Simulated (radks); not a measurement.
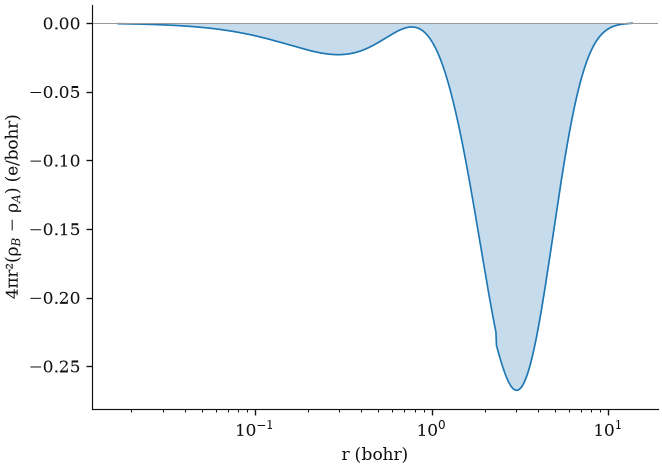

Two charge states of lithium were computed: Li in [He] 2s1; Li⁺ in 1s2. Computed with the in-house radial solver radks: scalar-relativistic Kohn-Sham, BLYP, spin-unpolarised, spherical densities, finite nucleus.

The plot shows the radial density of run B less that of run A; on the logarithmic r axis, areas aren't charges.

### Assign A and B and describe the change of the density.

A is Li in [He] 2s1; B is Li⁺ in 1s2. B holds hardly more charge than A anywhere and 1.0 electrons fewer where it is negative (most at r = 3.0 bohr), a net change of −1. The energy of B less that of A is 5.32 eV.
